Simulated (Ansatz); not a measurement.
Run report: GeSi16, geometry relaxation (part 2 of 2)

GeSi16 (defect cell, 17 atoms in the cell); DFT PBEsol, scalar-relativistic, plane waves, PAW, PAW set soft_1, no spin polarisation (Ansatz 0.2.0); cutoff 420 eV, 2×2×2 k-mesh, Gaussian smearing of 0.02 eV. It belongs to a series of runs on one base structure; here: end point A relaxed.

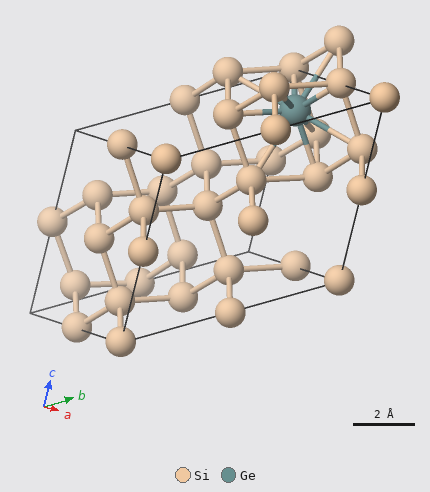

Fig. 1: The geometry at step 4 of the log (ball-and-stick view of the cell of the calculation, seen slightly off an axis; bonded neighbours outside the cell are drawn too).

```
SCF converged after 6 iterations
Free energy (F): -14193.310516 eV
Harris-Foulkes:  -14193.310516 eV  (|F-HF|=8.20e-9)
Internal energy: -14193.310217 eV  (E = F + TS)
E sigma→0 (E₀):  -14193.310367 eV
Entropy (-TS):   -0.000299 eV (-0.018 meV/atom)
Fermi energy:    7.436055 eV
--- Per-component energies (eV) ---
  E_band       = -55.138931
  E_kinetic    = 757.352664
  E_local      = -3495.383205  (includes V_loc(G=0)·N_el)
  E_nonlocal   = 584.126070
  E_hartree    = 1623.773826
  E_xc         = -972.925006
  E_vxc        = -839.111212  (∫ρ·V_xc dr)
  E_paw        = -9932.342990  (= ΣΔE_a)
  E_vpaw       = -309.675510  (= ΣTr[D̂ρ^β])
  E_aug_tail   = 0.000613  (compensation charges beyond the density's cutoff)
  E_ewald      = -2759.335099
  E_core_change = 1.422909  (= ΣΔE_core)
  E_smearing   = -0.000299  (= −TS)
  E_closure    = -0.000000  (closes the sum)
  Σ components = -14193.310516   (vs F -14193.310516, Δ=0.00e0)
--- Forces (eV/Å), atoms counted from 1 ---
  atom   1  Si    -0.00826245     0.00301197     0.00215251
  atom   2  Si     0.01655752     0.00007327     0.00293268
  atom   3  Si    -0.00519218    -0.01408169     0.01657543
  atom   4  Si    -0.00184023     0.00620601     0.00246035
  atom   5  Si    -0.00695573     0.01210176    -0.01532163
  atom   6  Si     0.00083729    -0.00236055     0.00625605
  atom   7  Si    -0.00254183    -0.01742272    -0.02028430
  atom   8  Si     0.00168104    -0.00012572    -0.00044623
  atom   9  Si    -0.00908109    -0.00405679    -0.00793827
  atom  10  Si     0.00563310     0.00153147    -0.00214694
  atom  11  Si     0.00539270     0.00190659    -0.00528335
  atom  12  Si    -0.00101198    -0.00071136    -0.00902186
  atom  13  Si     0.00389664    -0.00054548    -0.00013100
  atom  14  Si     0.00157457    -0.00472967     0.00440917
  atom  15  Si    -0.00160408     0.01637958     0.01908534
  atom  16  Si    -0.01484600    -0.00333297     0.00393167
  atom  17  Ge     0.01575958     0.00615559     0.00277049
  max |Σ_I F_I| component: 3.13e-6 eV/Å
--- Relaxed structure (6 steps of the walk, 6 accepted, 0 SCFs on fresh bases) ---
  F+E_penalty+E_count = -14193.31051640 eV   max|allowed force component| = 2.028e-2 eV/Å
  atoms:
    - { symbol: Si, position: [-0.011379148406074839, 0.0020973666431350615, 0.0031509856370973096] }
    - { symbol: Si, position: [0.12168073492502628, 0.1279984014519251, 0.12884845136558226] }
    - { symbol: Si, position: [0.0004064367674971399, -0.001841690934289533, 0.5014033614584306] }
    - { symbol: Si, position: [0.11968379978906235, 0.13059418062881506, 0.6206900050245069] }
    - { symbol: Si, position: [0.000215711606917246, 0.5005744789810874, -0.0007394841018986964] }
    - { symbol: Si, position: [0.11948765213726803, 0.6199705023296658, 0.13145404287402956] }
    - { symbol: Si, position: [0.00017400190794986115, 0.5015778677767178, 0.5022700155008271] }
    - { symbol: Si, position: [0.12409971457417551, 0.6256319500284984, 0.6266949999075793] }
    - { symbol: Si, position: [0.506362072661444, 0.00251131106355279, 0.0025181491449297044] }
    - { symbol: Si, position: [0.6251102389482188, 0.12492139234012595, 0.1248648140259942] }
    - { symbol: Si, position: [0.5023017451908334, 0.00774062836393502, 0.4884924241653144] }
    - { symbol: Si, position: [0.629582679709568, 0.13075183564440274, 0.6204287596489477] }
    - { symbol: Si, position: [0.501598694296518, 0.4885058411411628, 0.008110441138067748] }
    - { symbol: Si, position: [0.6291716784389081, 0.6201776352915827, 0.13116555078967596] }
    - { symbol: Si, position: [0.4965205818307615, 0.5015541912572032, 0.5021603822014997] }
    - { symbol: Si, position: [0.6276650144337084, 0.6222591227185348, 0.6228143279434085] }
    - { symbol: Ge, position: [0.3751954911882187, 0.8747846852739456, 0.874632973276009] }
```

Trajectory as extended XYZ (Å, eV, eV/Å), 6 frames, from step=1 to step=6:
```
17
Lattice="0.0000 5.4300 5.4300 5.4300 0.0000 5.4300 5.4300 5.4300 0.0000" Properties=species:S:1:pos:R:3:forces:R:3 step=1 energy=-14192.93014
Si    0.0000    0.0000    0.0000    0.9138  -1.1357  -1.0667
Si    1.3575    1.3575    1.3575    1.0409  -0.0197  -0.0137
Si    2.7150    2.7150    0.0000   -0.0215   0.0991  -0.0846
Si    4.0725    4.0725    1.3575   -0.0622  -0.6656   0.0563
Si    2.7150    0.0000    2.7150   -0.0535  -0.0900   0.1049
Si    4.0725    1.3575    4.0725   -0.0396   0.0309  -0.7791
Si    5.4300    2.7150    2.7150    0.0732   0.0400   0.0146
Si    6.7875    4.0725    4.0725   -0.0043  -0.0019   0.0012
Si    0.0000    2.7150    2.7150    1.0962   1.2191   1.2995
Si    1.3575    4.0725    4.0725    0.1651   0.0598  -0.0218
Si    2.7150    5.4300    2.7150   -0.5488  -0.4941   0.4697
Si    4.0725    6.7875    4.0725   -0.0774  -0.0721   0.7194
Si    2.7150    2.7150    5.4300   -0.7883   0.6361  -0.6686
Si    4.0725    4.0725    6.7875   -0.0562   0.8425  -0.0467
Si    5.4300    5.4300    5.4300    0.0904  -0.0164  -0.0425
Si    6.7875    6.7875    6.7875   -0.5415  -0.0252   0.0241
Ge    9.6044    6.8246    6.7749   -1.1864  -0.4066   0.0341
17
Lattice="0.0000 5.4300 5.4300 5.4300 0.0000 5.4300 5.4300 5.4300 0.0000" Properties=species:S:1:pos:R:3:forces:R:3 step=2 energy=-14193.25642
Si    0.0241   -0.0346   -0.0324    0.3726  -0.4019  -0.4039
Si    1.3948    1.3563    1.3574    0.3090   0.0014  -0.0008
Si    2.7085    2.7262   -0.0096   -0.0074  -0.0143   0.0068
Si    4.0705    4.0395    1.3587    0.0070  -0.2034  -0.0040
Si    2.7044   -0.0120    2.7281    0.0020   0.0046  -0.0088
Si    4.0706    1.3579    4.0361    0.0034   0.0000  -0.2281
Si    5.4389    2.7191    2.7167   -0.0246  -0.0001   0.0135
Si    6.7816    4.0703    4.0737    0.0013   0.0007  -0.0002
Si    0.0273    2.7488    2.7519    0.4358   0.4648   0.4700
Si    1.3800    4.0810    4.0688   -0.0334  -0.0133   0.0061
Si    2.6971    5.4124    2.7317   -0.1580  -0.1765   0.1795
Si    4.0699    6.7857    4.1078    0.0074   0.0048   0.2150
Si    2.6890    2.7367    5.4066   -0.2363   0.2553  -0.2583
Si    4.0699    4.1099    6.7865    0.0041   0.2455   0.0002
Si    5.4408    5.4275    5.4257   -0.0295  -0.0136  -0.0027
Si    6.7629    6.7870    6.7880   -0.1830   0.0039  -0.0034
Ge    9.5740    6.8131    6.7792   -0.4702  -0.1578   0.0191
17
Lattice="0.0000 5.4300 5.4300 5.4300 0.0000 5.4300 5.4300 5.4300 0.0000" Properties=species:S:1:pos:R:3:forces:R:3 step=3 energy=-14193.30684
Si    0.0433   -0.0530   -0.0526   -0.0164   0.0318   0.0159
Si    1.4094    1.3567    1.3584   -0.0152   0.0020   0.0046
Si    2.7055    2.7263   -0.0106    0.0137  -0.0071   0.0047
Si    4.0735    4.0250    1.3546    0.0112   0.0081  -0.0148
Si    2.7020   -0.0139    2.7294    0.0174   0.0097  -0.0092
Si    4.0715    1.3550    4.0218    0.0064  -0.0115   0.0121
Si    5.4367    2.7198    2.7193   -0.0148   0.0001   0.0025
Si    6.7795    4.0695    4.0739    0.0006  -0.0002   0.0001
Si    0.0480    2.7707    2.7726   -0.0113  -0.0076  -0.0186
Si    1.3859    4.0830    4.0682    0.0030   0.0007   0.0009
Si    2.6893    5.4012    2.7437    0.0515   0.0180  -0.0104
Si    4.0738    6.7903    4.1223    0.0149   0.0180  -0.0102
Si    2.6785    2.7525    5.3909    0.0636  -0.0111   0.0140
Si    4.0717    4.1243    6.7898    0.0097  -0.0133   0.0149
Si    5.4383    5.4246    5.4243   -0.0162  -0.0001  -0.0009
Si    6.7482    6.7885    6.7861   -0.0004   0.0036  -0.0044
Ge    9.5491    6.8041    6.7828   -0.1176  -0.0407  -0.0014
17
Lattice="0.0000 5.4300 5.4300 5.4300 0.0000 5.4300 5.4300 5.4300 0.0000" Properties=species:S:1:pos:R:3:forces:R:3 step=4 energy=-14193.31001
Si    0.0416   -0.0420   -0.0466   -0.0069  -0.0101  -0.0079
Si    1.4072    1.3595    1.3574   -0.0072  -0.0006  -0.0024
Si    2.7106    2.7257   -0.0094    0.0066   0.0109  -0.0120
Si    4.0781    4.0254    1.3550    0.0007  -0.0024   0.0011
Si    2.7097   -0.0077    2.7240    0.0075  -0.0091   0.0114
Si    4.0777    1.3577    4.0212   -0.0008   0.0038  -0.0031
Si    5.4422    2.7235    2.7206   -0.0006   0.0123   0.0141
Si    6.7892    4.0734    4.0721   -0.0015   0.0003  -0.0001
Si    0.0421    2.7624    2.7600   -0.0061   0.0083   0.0137
Si    1.3672    4.0756    4.0716   -0.0031  -0.0007   0.0013
Si    2.6881    5.3899    2.7578    0.0074  -0.0073   0.0094
Si    4.0786    6.7915    4.1219   -0.0006  -0.0026   0.0042
Si    2.6877    2.7602    5.3850    0.0065   0.0052  -0.0061
Si    4.0780    4.1244    6.7888   -0.0020   0.0025  -0.0054
Si    5.4427    5.4250    5.4223   -0.0007  -0.0115  -0.0132
Si    6.7511    6.7894    6.7865    0.0068   0.0023  -0.0022
Ge    9.5126    6.7907    6.7869   -0.0060  -0.0015  -0.0028
17
Lattice="0.0000 5.4300 5.4300 5.4300 0.0000 5.4300 5.4300 5.4300 0.0000" Properties=species:S:1:pos:R:3:forces:R:3 step=5 energy=-14193.31028
Si    0.0369   -0.0425   -0.0471   -0.0119  -0.0063  -0.0084
Si    1.4029    1.3601    1.3563    0.0016  -0.0008   0.0014
Si    2.7120    2.7257   -0.0089    0.0096  -0.0012  -0.0005
Si    4.0788    4.0235    1.3575   -0.0022   0.0025  -0.0006
Si    2.7126   -0.0051    2.7215    0.0087   0.0002   0.0002
Si    4.0791    1.3606    4.0194   -0.0020  -0.0020   0.0015
Si    5.4468    2.7262    2.7230   -0.0122   0.0012   0.0020
Si    6.7954    4.0755    4.0713    0.0008   0.0001  -0.0001
Si    0.0367    2.7617    2.7604   -0.0132   0.0058   0.0080
Si    1.3619    4.0739    4.0723   -0.0034  -0.0003  -0.0012
Si    2.6883    5.3862    2.7619    0.0183  -0.0079   0.0111
Si    4.0786    6.7890    4.1244   -0.0017   0.0006  -0.0039
Si    2.6891    2.7623    5.3824    0.0172   0.0100  -0.0112
Si    4.0790    4.1256    6.7858   -0.0016  -0.0020   0.0023
Si    5.4468    5.4236    5.4207   -0.0127  -0.0009  -0.0023
Si    6.7536    6.7897    6.7870   -0.0036  -0.0013   0.0004
Ge    9.5059    6.7886    6.7872    0.0082   0.0024   0.0012
17
Lattice="0.0000 5.4300 5.4300 5.4300 0.0000 5.4300 5.4300 5.4300 0.0000" Properties=species:S:1:pos:R:3:forces:R:3 step=6 energy=-14193.31052
Si    0.0285   -0.0447   -0.0504   -0.0083   0.0030   0.0022
Si    1.3947    1.3604    1.3558    0.0166   0.0001   0.0029
Si    2.7126    2.7248   -0.0078   -0.0052  -0.0141   0.0166
Si    4.0795    4.0202    1.3590   -0.0018   0.0062   0.0025
Si    2.7141   -0.0028    2.7193   -0.0070   0.0121  -0.0153
Si    4.0802    1.3626    4.0153    0.0008  -0.0024   0.0063
Si    5.4509    2.7283    2.7245   -0.0025  -0.0174  -0.0203
Si    6.8001    4.0768    4.0710    0.0017  -0.0001  -0.0004
Si    0.0273    2.7632    2.7632   -0.0091  -0.0041  -0.0079
Si    1.3563    4.0724    4.0727    0.0056   0.0015  -0.0021
Si    2.6945    5.3800    2.7695    0.0054   0.0019  -0.0053
Si    4.0789    6.7876    4.1286   -0.0010  -0.0007  -0.0090
Si    2.6966    2.7677    5.3763    0.0039  -0.0005  -0.0001
Si    4.0798    4.1286    6.7840    0.0016  -0.0047   0.0044
Si    5.4502    5.4228    5.4195   -0.0016   0.0164   0.0191
Si    6.7607    6.7901    6.7871   -0.0148  -0.0033   0.0039
Ge    9.4993    6.7866    6.7874    0.0158   0.0062   0.0028
```

The run was set up as follows.

Input file:
```yaml
crystal:
  lattice:
    - [0.0, 5.43, 5.43]
    - [5.43, 0.0, 5.43]
    - [5.43, 5.43, 0.0]
  atoms:
    - { symbol: Si, position: [0.0, 0.0, 0.0] }
    - { symbol: Si, position: [0.125, 0.125, 0.125] }
    - { symbol: Si, position: [0.0, 0.0, 0.5] }
    - { symbol: Si, position: [0.125, 0.125, 0.625] }
    - { symbol: Si, position: [0.0, 0.5, 0.0] }
    - { symbol: Si, position: [0.125, 0.625, 0.125] }
    - { symbol: Si, position: [0.0, 0.5, 0.5] }
    - { symbol: Si, position: [0.125, 0.625, 0.625] }
    - { symbol: Si, position: [0.5, 0.0, 0.0] }
    - { symbol: Si, position: [0.625, 0.125, 0.125] }
    - { symbol: Si, position: [0.5, 0.0, 0.5] }
    - { symbol: Si, position: [0.625, 0.125, 0.625] }
    - { symbol: Si, position: [0.5, 0.5, 0.0] }
    - { symbol: Si, position: [0.625, 0.625, 0.125] }
    - { symbol: Si, position: [0.5, 0.5, 0.5] }
    - { symbol: Si, position: [0.625, 0.625, 0.625] }
    - { symbol: Ge, position: [0.3678771, 0.8798097, 0.8889602] }
basis:
  ecutwfc: 420.0
kpoints:
  mp_grid: { grid: [2, 2, 2] }
hamiltonian:
  xc: pbesol
  pseudopotentials: { kind: paw, azcp: { folder: soft_1 } }
scf:
  occupations: { method: gaussian, width: 0.02 }
  lower_state_search: "off"
relax:
  f_tol: 0.03
  max_steps: 60
  adjacent_minimum: "off"
```

Launched with:
```bash
ansatz run input.yaml --threads 1 --pin off --max-ram 3072MiB --backend cpu --events-out ev --progress --plain --runs-dir out
```

Key numbers:

| quantity | value |
| --- | --- |
| outcome | converged |
| electrons treated | 78 |
| free energy | −14193.3105 eV |
| Fermi energy | 7.436 eV |
| final volume | 320.21 Å³ |
| largest force (length of the vector) at the end | 0.027 eV/Å |
| hardware | 1 thread of Arm Neoverse V2, 24 GiB of memory available, shared host |
| wall time | 28 s |
| peak memory | 0.54 GiB |

Notes:

The program warns: the PAW datasets were made with another functional. The k-point mesh is coarse for a cell of this size, so the results may not be converged.
